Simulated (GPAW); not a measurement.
## linear Os chain, spacing 2.521 A: cost and accuracy of all numerical settings together

Two starts of linear Os chain, spacing 2.521 A are run at each rung of all numerical settings together. Which rung is enough?

Main program and level: GPAW 26.7.0; LDA; plane waves with GPAW's PAW setups, scalar-relativistic.

### 1. The structure

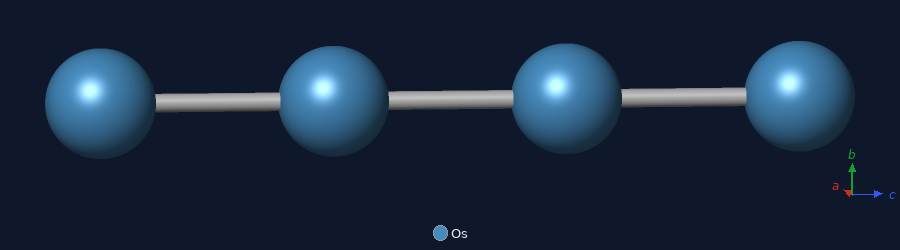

Start, viewed from the side, with the c axis across the page; osmium blue. 1×1×3 cells are drawn. Some periodic images of atoms are drawn too.

The cell holds 1 atom: 1 Os. Cell: a = 12.000 Å, b = 12.000 Å, c = 2.521 Å, α = 90.0°, β = 90.0°, γ = 90.0°. model lattice. Vacuum lies along a and b. The structure's axis is c.

### 2. Rung 1 (280 eV, mesh 1×1×4), start ferro +

Several settings change at once from rung to rung, from a quick look to a careful run; the headings and inputs name them.

Contents of order1.py:

```python
import json
import numpy as np
from ase import Atoms
from ase.parallel import paropen, parprint
from gpaw import GPAW

atoms = Atoms(['Os'],
    cell=[[12.0, 0.0, 0.0],
         [0.0, 12.0, 0.0],
         [0.0, 0.0, 2.521]],
    scaled_positions=[[0.5, 0.5, 0.0]],
    pbc=True,
    magmoms=[1.0])
atoms.calc = GPAW(mode={'name': 'pw', 'ecut': 280},
    xc='LDA',
    kpts={'size': (1, 1, 4), 'gamma': True},
    occupations={'name': 'methfessel-paxton', 'width': 0.2},
    convergence={'density': 1e-05, 'energy': 1e-05},
    maxiter=200,
    txt='order1.txt')
e = atoms.get_potential_energy(force_consistent=True)
res = {'free_energy': e, 'energy_sigma0': atoms.get_potential_energy(), 'fermi_energy': atoms.calc.get_fermi_level()}
res['moments'] = atoms.get_magnetic_moments().tolist()
res['total'] = atoms.get_magnetic_moment()
parprint('site moments (muB):', np.round(res['moments'], 3))
parprint(f"total moment: {res['total']:.3f} muB")
parprint(f'free energy: {e:.6f} eV')
atoms.calc.write('order1.gpw')
with paropen('results.json', 'w') as f:
    json.dump(res, f)
```

Started as:

```bash
$ OMP_NUM_THREADS=1 python3 order1.py > order1.log
```

Numbers of over 12 decimals in the logs are rounded to 6 here.

The program printed:

```text
site moments (muB): [1.598]
total moment: 2.020 muB
free energy: -5.872959 eV

--- order1.txt ---
Input parameters:
  mode=PW(ecut=280),
  convergence={'density': 1e-05, 'energy': 1e-05},
  kpts=MonkhorstPack(size=(1, 1, 4), gamma=True),
  maxiter=200,
  occupations=Occupations(name='methfessel-paxton', width=0.2),
  xc=XC(name='LDA')

Diagonalizing LCAO Hamiltonian
Converting LCAO to pw mode
        .----------------------------.
       /|                            |
      / |                            |
     /  .----------------------------.
    /  /                            /
   /  /                            /
  /  /                            /
 *  /              Os            /
 | /                            /
 |/                            /
 *----------------------------*

Atoms  # Å, Bohr magnetons
|   | symbol |        x |        y |        z |    initial magnetic moments |
|---|--------|----------|----------|----------|-----------------------------|
| 0 |     Os | 6.000000 | 6.000000 | 0.000000 | ( 0.0000,  0.0000,  1.0000) |

Unit cell  # Å
| periodic |         x |         y |        z |   lengths |    angles |
|----------|-----------|-----------|----------|-----------|-----------|
|      yes | 12.000000 |  0.000000 | 0.000000 | 12.000000 | 90.000000 |
|      yes |  0.000000 | 12.000000 | 0.000000 | 12.000000 | 90.000000 |
|      yes |  0.000000 |  0.000000 | 2.521000 |  2.521000 | 90.000000 |

Number of symmetries: 16

BZ-sampling:
  Number of BZ points: 4
  Number of IBZ points: 3

  Monkhorst-Pack size: [1, 1, 4]
  Monkhorst-Pack shift: [0.0, 0.0, 0.125]

Plane wave coefficients: 3899
Cutoff: 280.0 eV

Spin-components: 2 (collinear spins)
Bands:           12
Projectors:      6
Spin-degeneracy: 1
Datatype:        complex128

Parallelization:
  kpt:    1
  domain: 1
  band:   1

Density:
  Valence electrons: 14.0
  Components: 2
  Grid points: [48 48 10]
  Charge: 0.0  # |e|

Potential:
  Grid points: [48 48 10]

[... setups left out ...]
Reference energy: -468657.151450  # eV

eigensolver:
  PPCG
  Converge bands: occupied
  niter=2

density mixing:
  MSR1-Mixer
  Pratt-step length: 0.05
  Maximum mixing coefficient: 0.75
  Old densities: 10
  SVD Regularization: 0.005
  Good broyden scale: 1.0
  Trust region scale: 1.0
  Backstep threshold: 4.0
  History deletion threshold: 6.0
  Fourier metric: weight=20.0, sigma=0.015

occupation numbers:
  Methfessel-Paxton:
    width: 0.2000  # eV
    order: 0

poisson solver:
  ecut: 2240.0  # eV

xc functional:
  name: None

convergence criteria:
- Maximum integral of absolute [dens]ity change: 1e-05 electrons / valence electron
- Maximum [total energy] change in last 3 cyles: 1e-05 eV / valence electron
- Maximum integral of absolute [eigenst]ate change: 4e-08 eV^2 / valence electron
maximum number of iterations: 200

SCF iterations
|iter     |      energy | eigst |  dens |  magmom |
|---------|-------------|-------|-------|---------|
|iter:   1|       0s |   -6.028752 | -0.16 |       |  +1.0008|
|iter:   2|       0s |   -5.979868 | -2.10 | -0.97 |  +1.0042|
|iter:   3|       0s |   -5.718779 | -1.27 | -1.00 |  +1.1322|
|iter:   4|       1s |   -5.783547 | -2.21 | -1.21 |  +1.4401|
|iter:   5|       1s |   -5.846175 | -2.46 | -1.39 |  +1.7508|
|iter:   6|       1s |   -5.852039 | -2.42 | -1.54 |  +2.1656|
|iter:   7|       2s |   -5.857179 | -3.31 | -1.86 |  +1.9707|
|iter:   8|       2s |   -5.857005 | -4.27 | -2.29 |  +2.0244|
|iter:   9|       2s |   -5.857022 | -5.07 | -3.23 |  +2.0200|
|iter:  10|       3s |   -5.856965c| -5.65 | -3.38 |  +2.0204|
|iter:  11|       3s |   -5.856968c| -6.32 | -4.62 |  +2.0202|
|iter:  12|       3s |   -5.856965c| -6.86 | -4.74 |  +2.0203|
|iter:  13|       4s |   -5.856965c| -7.37 | -5.64c|  +2.0203|
|iter:  14|       4s |   -5.856965c| -7.68c| -5.87c|  +2.0202|

Converged in 14 steps
Energy contributions relative to reference atoms: (reference = -468657.151450)

Energy contributions:
  Kinetic:          -7.748842
  Coulomb:           6.330241
  Zero:              0.210061
  External:          0.000000
  Xc:               -4.632432
  Entropy:          -0.031987
  Spinorbit:         0.000000
  ----------------------------
  Free energy:      -5.872959
  Extrapolated:     -5.856965

dipole moment: (0.000001, 0.000001, -8.978092)  # |e|*Ang

Total magnetic moment: (0.000000, 0.000000, 2.020240)

Local magnetic moments
|        x |        y |        z |
|----------|----------|----------|
| 0.000000 | 0.000000 | 1.598389 |  # Os   0

Fermi level: -4.896
Eigenvalues  # (at kpt = [0.000, 0.000, 0.000])
| band index |      eig [eV] | occ [0-1] |      eig [eV] | occ [0-1] |
|------------|---------------|-----------|---------------|-----------|
|          0 |       -50.301 |     1.000 |       -49.168 |     1.000 |
|          1 |       -50.301 |     1.000 |       -49.168 |     1.000 |
|          2 |       -49.193 |     1.000 |       -48.618 |     1.000 |
|          3 |        -9.580 |     1.000 |        -9.150 |     1.000 |
|          4 |        -6.840 |     1.000 |        -5.759 |     1.000 |
|          5 |        -6.453 |     1.000 |        -5.069 |     0.890 |
|          6 |        -6.453 |     1.000 |        -5.069 |     0.890 |
|          7 |        -2.935 |     0.000 |        -2.136 |     0.000 |
|          8 |        -2.935 |     0.000 |        -2.136 |     0.000 |
|          9 |        -2.239 |     0.000 |        -1.806 |     0.000 |
|         10 |        -2.239 |     0.000 |        -1.806 |     0.000 |
|         11 |         1.764 |     0.000 |         0.508 |     0.000 |

No gap
No difference between direct/indirect transitions
```

Run time: 5.8 s. Hardware: 1 MPI rank of Arm Neoverse V2, shared host; peak memory 0.17 GiB.

Spin moment in the augmentation sphere by atom:

| atom | spin moment in the augmentation sphere (μB) |
| --- | --- |
| Os1 | 1.60 |

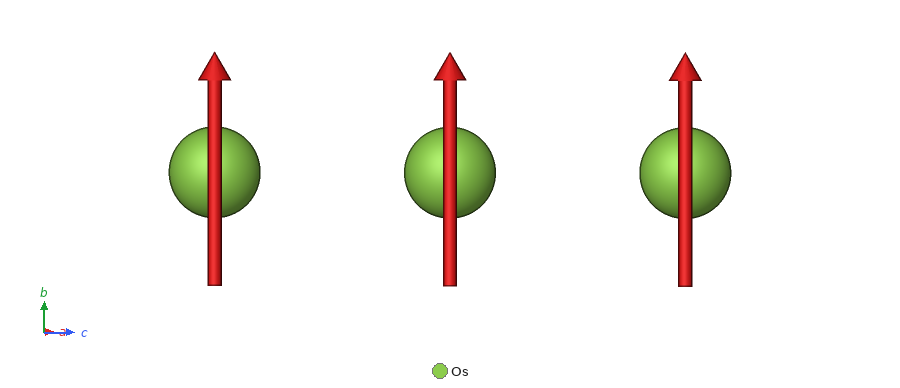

Spin moment in the augmentation sphere as arrows, the longest 1.60 μB. Up and down stand for the sign. Arrows give size and sign along the axis of quantisation, drawn up and down the page. 1×1×2 cells are drawn. Some periodic images of atoms are drawn too.

Read from the output:

```yaml
magnetization: 2.020 μB
final_state: ferromagnetic
```

After 14 cycles the largest moment stands at 1.60 μB.

### 3. Rung 1 (280 eV, mesh 1×1×2), start antiferro q=(0,0,1/2) +-

The second start gives the energy difference between the two end states, the quantity that is followed up the ladder. Its q is in fractions of the reciprocal vectors of the first run's cell.

order2.py is the script of step 2 with these lines changed:

```diff
@@ -6,12 +6,13 @@
 
-atoms = Atoms(['Os'],
+atoms = Atoms(['Os', 'Os'],
     cell=[[12.0, 0.0, 0.0],
          [0.0, 12.0, 0.0],
-         [0.0, 0.0, 2.521]],
-    scaled_positions=[[0.5, 0.5, 0.0]],
+         [0.0, 0.0, 5.042]],
+    scaled_positions=[[0.5, 0.5, 0.0],
+         [0.5, 0.5, 0.5]],
     pbc=True,
-    magmoms=[1.0])
+    magmoms=[1.0, -1.0])
 atoms.calc = GPAW(mode={'name': 'pw', 'ecut': 280},
     xc='LDA',
-    kpts={'size': (1, 1, 4), 'gamma': True},
+    kpts={'size': (1, 1, 2), 'gamma': True},
     occupations={'name': 'methfessel-paxton', 'width': 0.2},
@@ -19,3 +20,3 @@
     maxiter=200,
-    txt='order1.txt')
+    txt='order2.txt')
 e = atoms.get_potential_energy(force_consistent=True)
@@ -27,3 +28,3 @@
 parprint(f'free energy: {e:.6f} eV')
-atoms.calc.write('order1.gpw')
+atoms.calc.write('order2.gpw')
 with paropen('results.json', 'w') as f:
```

Started as:

```bash
$ OMP_NUM_THREADS=1 python3 order2.py > order2.log
```

The program printed:

```text
site moments (muB): [ 1.827 -1.827]
total moment: -0.000 muB
free energy: -11.978685 eV

--- order2.txt ---
Input parameters:
  mode=PW(ecut=280),
  convergence={'density': 1e-05, 'energy': 1e-05},
  kpts=MonkhorstPack(size=(1, 1, 2), gamma=True),
  maxiter=200,
  occupations=Occupations(name='methfessel-paxton', width=0.2),
  xc=XC(name='LDA')

Diagonalizing LCAO Hamiltonian
Converting LCAO to pw mode
        .----------------------------.
       /|                            |
      / |                            |
     /  |                            |
    /   |                            |
   /    |                            |
  /     .----------------------------.
 *     /           Os               /
 |    /                            /
 |   /                            /
 |  /              Os            /
 | /                            /
 |/                            /
 *----------------------------*

Atoms  # Å, Bohr magnetons
|   | symbol |        x |        y |        z |    initial magnetic moments |
|---|--------|----------|----------|----------|-----------------------------|
| 0 |     Os | 6.000000 | 6.000000 | 0.000000 | ( 0.0000,  0.0000,  1.0000) |
| 1 |     Os | 6.000000 | 6.000000 | 2.521000 | ( 0.0000,  0.0000, -1.0000) |

Number of symmetries: 16

BZ-sampling:
  Number of BZ points: 2
  Number of IBZ points: 2

  Monkhorst-Pack size: [1, 1, 2]
  Monkhorst-Pack shift: [0.0, 0.0, 0.25]

Plane wave coefficients: 7726
Cutoff: 280.0 eV

Spin-components: 2 (collinear spins)
Bands:           21
Projectors:      12
Spin-degeneracy: 1
Datatype:        complex128

Parallelization:
  kpt:    1
[...]
|iter:  11|       8s |  -11.896441c| -6.13 | -3.63 |  -0.0000|
|iter:  12|       9s |  -11.896447c| -6.78 | -4.40 |  -0.0000|
|iter:  13|      10s |  -11.896448c| -7.33 | -4.89 |  -0.0000|
|iter:  14|      10s |  -11.896448c| -7.76c| -5.11c|  -0.0000|

Converged in 14 steps
Energy contributions relative to reference atoms: (reference = -937314.302901)

Energy contributions:
  Kinetic:         -15.903266
  Coulomb:          12.776714
  Zero:              0.421074
  External:          0.000000
  Xc:               -9.108734
  Entropy:          -0.164472
  Spinorbit:         0.000000
  ----------------------------
  Free energy:     -11.978685
  Extrapolated:    -11.896448

dipole moment: (0.000001, 0.000001, -17.991983)  # |e|*Ang

Total magnetic moment: (0.000000, 0.000000, -0.000003)

Local magnetic moments
|        x |        y |         z |
|----------|----------|-----------|
| 0.000000 | 0.000000 |  1.827040 |  # Os   0
| 0.000000 | 0.000000 | -1.827043 |  # Os   1

Fermi level: -4.717
Eigenvalues  # (at kpt = [0.000, 0.000, 0.000])
| band index |      eig [eV] | occ [0-1] |      eig [eV] | occ [0-1] |
|------------|---------------|-----------|---------------|-----------|
|          0 |       -50.487 |     1.000 |       -50.487 |     1.000 |
|        ... |               |           |               |           |
|          4 |       -49.249 |     1.000 |       -49.249 |     1.000 |
|          5 |       -48.785 |     1.000 |       -48.785 |     1.000 |
|          6 |        -9.365 |     1.000 |        -9.365 |     1.000 |
|          7 |        -7.295 |     1.000 |        -7.295 |     1.000 |
[...]
|         17 |        -2.061 |     0.000 |        -2.061 |     0.000 |
|         18 |        -2.061 |     0.000 |        -2.061 |     0.000 |
|         19 |        -0.179 |     0.000 |        -0.179 |     0.000 |
|         20 |         0.492 |     0.000 |         0.492 |     0.000 |

No gap
No difference between direct/indirect transitions
```

Run time: 12 s. Hardware: 1 MPI rank; peak memory 0.24 GiB.

Spin moment in the augmentation sphere by atom:

| atom | spin moment in the augmentation sphere (μB) |
| --- | --- |
| Os1 | 1.83 |
| Os2 | -1.83 |

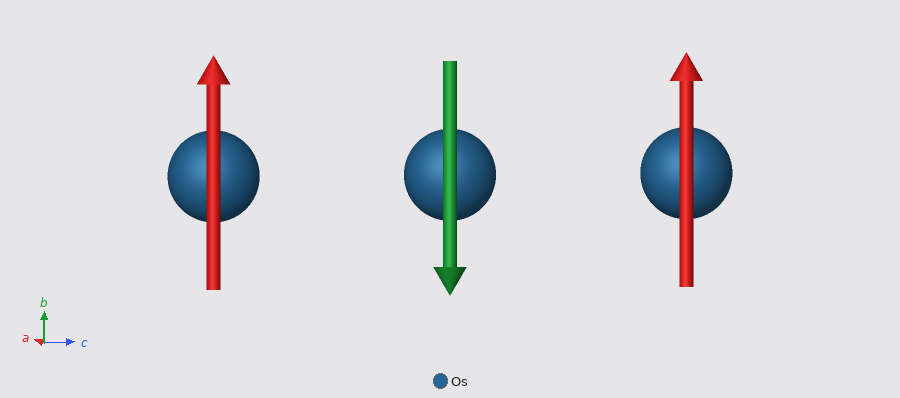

Spin moment in the augmentation sphere as arrows, the longest 1.83 μB. Up and down stand for the sign. Arrows give size and sign along the axis of quantisation, drawn up and down the page. The two directions have two colours. Some periodic images of atoms are drawn too.

Read from the output:

| Property | Result |
| --- | --- |
| magnetization | 0 μB |
| final state | antiferromagnetic |

This start lies -116.4 meV a seeded atom from the first; its largest moment is 1.83 μB.

### 4. Rung 2 (380 eV, mesh 1×1×6), start ferro +

order1.py is the script of step 2 with these lines changed:

```diff
@@ -13,6 +13,6 @@
     magmoms=[1.0])
-atoms.calc = GPAW(mode={'name': 'pw', 'ecut': 280},
+atoms.calc = GPAW(mode={'name': 'pw', 'ecut': 380},
     xc='LDA',
-    kpts={'size': (1, 1, 4), 'gamma': True},
-    occupations={'name': 'methfessel-paxton', 'width': 0.2},
+    kpts={'size': (1, 1, 6), 'gamma': True},
+    occupations={'name': 'methfessel-paxton', 'width': 0.15},
     convergence={'density': 1e-05, 'energy': 1e-05},
```

Started as:

```bash
$ OMP_NUM_THREADS=1 python3 order1.py > order1.log
```

The program printed:

```text
site moments (muB): [1.943]
total moment: 2.488 muB
free energy: -5.897891 eV

--- order1.txt ---
Input parameters:
  mode=PW(ecut=380),
  convergence={'density': 1e-05, 'energy': 1e-05},
  kpts=MonkhorstPack(size=(1, 1, 6), gamma=True),
  maxiter=200,
  occupations=Occupations(name='methfessel-paxton', width=0.15),
  xc=XC(name='LDA')

Diagonalizing LCAO Hamiltonian
Converting LCAO to pw mode
[...]
|          3 |       -10.705 |     1.000 |        -9.846 |     1.000 |
|          4 |        -6.952 |     1.000 |        -5.881 |     1.000 |
[...]
|          8 |        -3.574 |     0.000 |        -2.375 |     0.000 |
|          9 |        -2.394 |     0.000 |        -1.859 |     0.000 |
|         10 |        -2.394 |     0.000 |        -1.859 |     0.000 |
|         11 |         1.758 |     0.000 |         1.817 |     0.000 |

No gap
No difference between direct/indirect transitions


[key lines of the parts left out:]
Free energy:      -5.897891
Converged in 15 steps
dipole moment: (0.000001, 0.000001, -8.919663)  # |e|*Ang
Fermi level: -4.748
```

Run time: 12 s. Hardware: 1 MPI rank; peak memory 0.21 GiB.

Numbers from this step:

| Item | Value |
| --- | --- |
| magnetization | 2.488 μB |
| final state | ferromagnetic |
| largest moment | 1.943 μB |

The largest moment moves by +0.34 μB from rung 1, at 2.0 times its CPU time.

### 5. Rung 2 (380 eV, mesh 1×1×3), start antiferro q=(0,0,1/2) +-

order2.py is the script of step 3 with these lines changed:

```diff
@@ -14,6 +14,6 @@
     magmoms=[1.0, -1.0])
-atoms.calc = GPAW(mode={'name': 'pw', 'ecut': 280},
+atoms.calc = GPAW(mode={'name': 'pw', 'ecut': 380},
     xc='LDA',
-    kpts={'size': (1, 1, 2), 'gamma': True},
-    occupations={'name': 'methfessel-paxton', 'width': 0.2},
+    kpts={'size': (1, 1, 3), 'gamma': True},
+    occupations={'name': 'methfessel-paxton', 'width': 0.15},
     convergence={'density': 1e-05, 'energy': 1e-05},
```

Started as:

```bash
$ OMP_NUM_THREADS=1 python3 order2.py > order2.log
```

The program printed:

```text
site moments (muB): [ 1.449 -1.449]
total moment: -0.000 muB
free energy: -11.346314 eV

--- order2.txt ---
Input parameters:
  mode=PW(ecut=380),
  convergence={'density': 1e-05, 'energy': 1e-05},
  kpts=MonkhorstPack(size=(1, 1, 3), gamma=True),
  maxiter=200,
  occupations=Occupations(name='methfessel-paxton', width=0.15),
  xc=XC(name='LDA')

Diagonalizing LCAO Hamiltonian
Converting LCAO to pw mode
[...]
|          6 |       -10.199 |     1.000 |       -10.199 |     1.000 |
|          7 |        -7.665 |     1.000 |        -7.665 |     1.000 |
[...]
|         17 |        -2.157 |     0.000 |        -2.157 |     0.000 |
|         18 |        -2.157 |     0.000 |        -2.157 |     0.000 |
|         19 |        -0.616 |     0.000 |        -0.616 |     0.000 |
|         20 |         0.487 |     0.000 |         0.487 |     0.000 |

No gap
No difference between direct/indirect transitions


[key lines of the parts left out:]
Free energy:     -11.346314
Converged in 20 steps
dipole moment: (0.000001, 0.000001, -17.806262)  # |e|*Ang
Fermi level: -4.726
```

It took 31 s on 1 MPI rank; peak memory 0.31 GiB.

This step gave:

```yaml
magnetization: 0 μB
final_state: antiferromagnetic
largest_moment: 1.449 μB
```

This start lies +224.7 meV a seeded atom from the first, a change of +341.1 meV since rung 1; its largest moment is 1.45 μB.

### 6. Rung 3 (500 eV, mesh 1×1×10), start ferro +

order1.py is the script of step 4 with these lines changed:

```diff
@@ -13,6 +13,6 @@
     magmoms=[1.0])
-atoms.calc = GPAW(mode={'name': 'pw', 'ecut': 380},
+atoms.calc = GPAW(mode={'name': 'pw', 'ecut': 500},
     xc='LDA',
-    kpts={'size': (1, 1, 6), 'gamma': True},
-    occupations={'name': 'methfessel-paxton', 'width': 0.15},
+    kpts={'size': (1, 1, 10), 'gamma': True},
+    occupations={'name': 'methfessel-paxton', 'width': 0.1},
     convergence={'density': 1e-05, 'energy': 1e-05},
```

Started as:

```bash
$ OMP_NUM_THREADS=1 python3 order1.py > order1.log
```

The program printed:

```text
site moments (muB): [1.473]
total moment: 1.847 muB
free energy: -6.052351 eV

--- order1.txt ---
Input parameters:
  mode=PW(ecut=500),
  convergence={'density': 1e-05, 'energy': 1e-05},
  kpts=MonkhorstPack(size=(1, 1, 10), gamma=True),
  maxiter=200,
  occupations=Occupations(name='methfessel-paxton', width=0.1),
  xc=XC(name='LDA')

Diagonalizing LCAO Hamiltonian
Converting LCAO to pw mode
[...]
|          3 |       -10.284 |     1.000 |        -9.774 |     1.000 |
|          4 |        -6.869 |     1.000 |        -5.974 |     1.000 |
[...]
|          8 |        -3.293 |     0.000 |        -2.541 |     0.000 |
|          9 |        -2.302 |     0.000 |        -1.923 |     0.000 |
|         10 |        -2.302 |     0.000 |        -1.923 |     0.000 |
|         11 |         0.472 |     0.000 |         0.514 |     0.000 |

No gap
No difference between direct/indirect transitions


[key lines of the parts left out:]
Free energy:      -6.052351
Converged in 17 steps
dipole moment: (0.000001, 0.000001, -8.941942)  # |e|*Ang
Fermi level: -4.931
```

Wall time 29 s (1 MPI rank); peak memory 0.28 GiB.

This step gave:

```
magnetization  : 1.847 μB
final state    : ferromagnetic
largest moment : 1.473 μB
```

The largest moment moves by -0.47 μB from rung 2, at 2.5 times its CPU time.

### 7. Rung 3 (500 eV, mesh 1×1×5), start antiferro q=(0,0,1/2) +-

order2.py is the script of step 5 with these lines changed:

```diff
@@ -14,6 +14,6 @@
     magmoms=[1.0, -1.0])
-atoms.calc = GPAW(mode={'name': 'pw', 'ecut': 380},
+atoms.calc = GPAW(mode={'name': 'pw', 'ecut': 500},
     xc='LDA',
-    kpts={'size': (1, 1, 3), 'gamma': True},
-    occupations={'name': 'methfessel-paxton', 'width': 0.15},
+    kpts={'size': (1, 1, 5), 'gamma': True},
+    occupations={'name': 'methfessel-paxton', 'width': 0.1},
     convergence={'density': 1e-05, 'energy': 1e-05},
```

Started as:

```bash
$ OMP_NUM_THREADS=1 python3 order2.py > order2.log
```

The program printed:

```text
site moments (muB): [ 1.441 -1.441]
total moment: 0.000 muB
free energy: -12.060600 eV

--- order2.txt ---
Input parameters:
  mode=PW(ecut=500),
  convergence={'density': 1e-05, 'energy': 1e-05},
  kpts=MonkhorstPack(size=(1, 1, 5), gamma=True),
  maxiter=200,
  occupations=Occupations(name='methfessel-paxton', width=0.1),
  xc=XC(name='LDA')

Diagonalizing LCAO Hamiltonian
Converting LCAO to pw mode
[...]
|          6 |        -9.864 |     1.000 |        -9.864 |     1.000 |
|          7 |        -7.601 |     1.000 |        -7.601 |     1.000 |
[...]
|         17 |        -2.125 |     0.000 |        -2.125 |     0.000 |
|         18 |        -2.125 |     0.000 |        -2.125 |     0.000 |
|         19 |        -0.451 |     0.000 |        -0.451 |     0.000 |
|         20 |         0.497 |     0.000 |         0.497 |     0.000 |

No gap
No difference between direct/indirect transitions


[key lines of the parts left out:]
Free energy:     -12.060600
Converged in 20 steps
dipole moment: (0.000001, 0.000001, -17.938647)  # |e|*Ang
Fermi level: -4.817
```

Wall time 69 s (1 MPI rank); peak memory 0.43 GiB.

This step gave:

* magnetization: 0 μB
* final state: antiferromagnetic
* largest moment: 1.441 μB

This start lies +22.1 meV a seeded atom from the first, a change of -202.7 meV since rung 2; its largest moment is 1.44 μB.

(Continued in part 2 of 2.)

[Logs and program files are shortened in this print: banners, set-up blocks, solver, clock and traceback lines can be left out without a mark of their own.]

[Logs are printed without paths, hosts, clocks, repeated set-up lines and the standing remarks that a program may print on its own settings, such as how far it seeks lower states.]

[Hosts, paths, dates, database ids (printed as entryN), source tags and the programs' standing remarks are cut or masked in the printed files.]

[Where a cell is said to come from a database of computed structures, the database is the Materials Project.]
